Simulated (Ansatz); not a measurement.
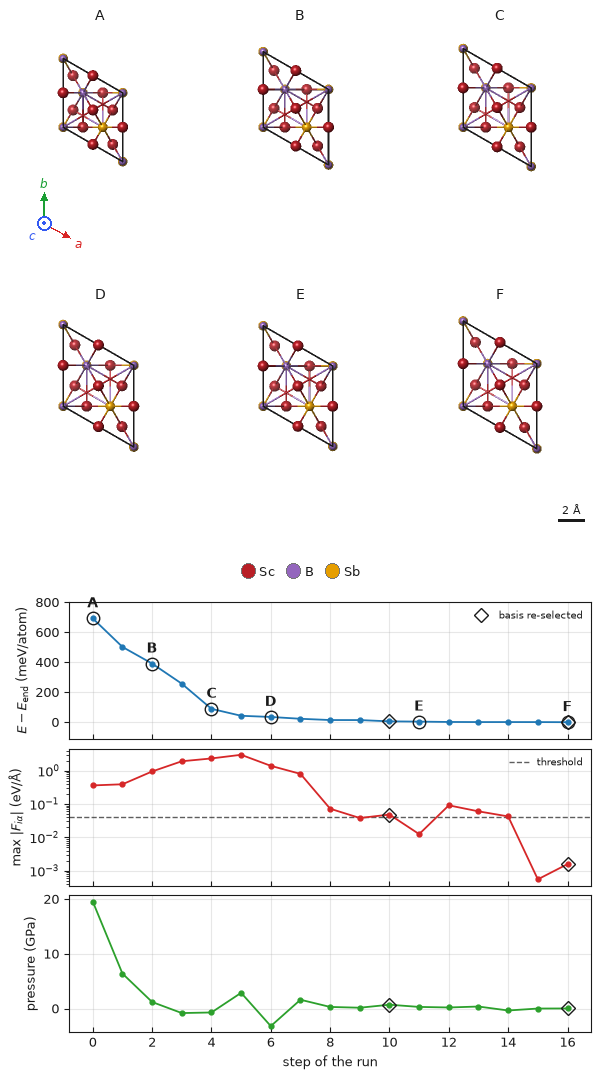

Frames of a relaxation of a crystal of Sc$_{3}$B$_{2}$Sb (a generated structure, set up in R-3m) (coarse preliminary run), marked on the history of the run. The picture is a ball-and-stick view of the conventional cell (3 times the calculation's cell), seen along the c axis. Lengths and directions refer to the drawn axes.

Method: DFT PBE, scalar-relativistic, plane waves, PAW in Ansatz.

Input file:
```yaml
crystal:
  lattice:
    - [2.70979034, 1.56449818, 3.98398678]
    - [-2.70979034, 1.56449818, 3.98398678]
    - [0.0, -3.12899636, 3.98398678]
  atoms:
    - { symbol: Sc, position: [0.5, 0.5, 0.0] }
    - { symbol: Sc, position: [0.0, 0.5, 0.5] }
    - { symbol: Sc, position: [0.5, 0.0, 0.5] }
    - { symbol: B, position: [0.87205046, 0.87205046, 0.87205046] }
    - { symbol: B, position: [0.12794954, 0.12794954, 0.12794954] }
    - { symbol: Sb, position: [0.5, 0.5, 0.5] }
basis:
  ecutwfc: 420
kpoints:
  mp_grid: { grid: [6, 6, 6] }
hamiltonian:
  xc: pbe
scf:
  occupations: { method: gaussian, width: 0.1 }
  lower_state_search: "off"
output:
  forces: true
  stress: true
  eigenvalues: true
relax:
  adjacent_minimum: "off"
  f_tol: 0.04
  max_steps: 70
  cell: { stress_tol: 0.4 }
```

Launched with:
```bash
ansatz run input.yaml --threads 1 --pin off --max-ram 2560MiB --backend cpu --events-out ev --progress --plain --runs-dir out
```

Question: What happens along the run?

Answer: The energy falls by 692 meV per atom in 14 accepted moves (16 points after the start). Largest force component: 0.36 eV/Å at the start, 0.0016 eV/Å at the end. Pressure: 19.54 GPa at the start and 0.02 GPa at the end. At 2 points the geometry stayed and the basis and grid were re-selected for the new cell (energy shift of 8.5 meV per atom at most each time). The largest moves relative to the cell, 0.52 Å, are those of B4 and B5. B5 goes along −c. Sb and Sc stay in place. The drawn cell changes as follows: a = b 5.420 → 6.715 Å (+23.9 %), c 11.952 → 10.409 Å (−12.9 %); the volume changes by +33.7 %. Among the contacts that change: B4–B5 3.058 → 1.629 Å, Sc1–Sc2 2.710 → 3.358 Å, Sc1–B4 2.911 → 3.287 Å, Sc1–B4 (another image) 3.112 → 3.455 Å. New bonds form, among them: B4–B5 (3.06 → 1.63 Å). Among the angles between lasting bonds that change: Sc1–Sb6–Sc2 115.3° → 99.6°, Sc1–Sb6–Sc2 64.7° → 80.4°. The space group stays R-3m (No. 166). From step 0 to 2: B atoms move most (0.17 Å), volume +22.6 %, energy −302 meV per atom. From step 2 to 4: B atoms move most (0.38 Å), volume +3.6 %, energy −302 meV per atom. From step 4 to 6: B atoms move most (0.07 Å), volume +5.8 %, energy −54.2 meV per atom. From step 6 to 11: B atoms move most (0.06 Å), volume −2.4 %, energy −31.1 meV per atom. From step 11 to 16: B atoms move most (0.08 Å), volume +2.0 %, energy −3.7 meV per atom.
